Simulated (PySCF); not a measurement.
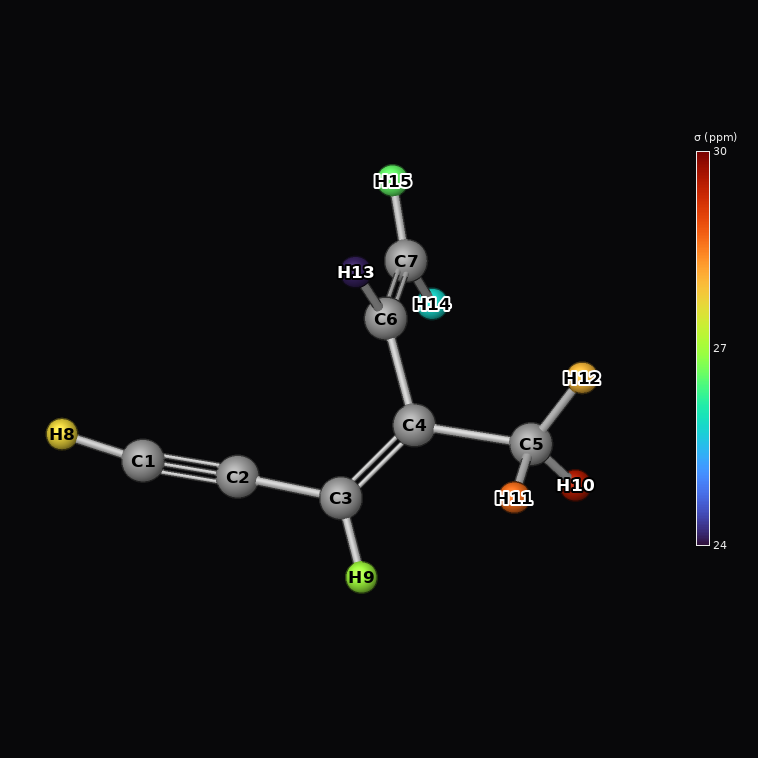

Atoms are coloured by their isotropic NMR shieldings (H only, the others grey). Geometry: a frame of a GFN2-xTB molecular-dynamics simulation, not a minimum. Method: GIAO PBE0/pcSseg-1 NMR shielding, non-relativistic, gas phase (PySCF 2.14.0).

**Which H atom is the most shielded (lowest chemical shift)?**

H10 (29.55 ppm).

**Which H atom is the least shielded (highest chemical shift)?**

H13 (24.13 ppm).

**How wide is the range of H shifts?**

5.42 ppm.

List the isotropic NMR shieldings of the H atoms.

```tsv
atom	σ (ppm)
H8	27.72
H9	27.00
H10	29.55
H11	28.64
H12	28.00
H13	24.13
H14	25.83
H15	26.58
```
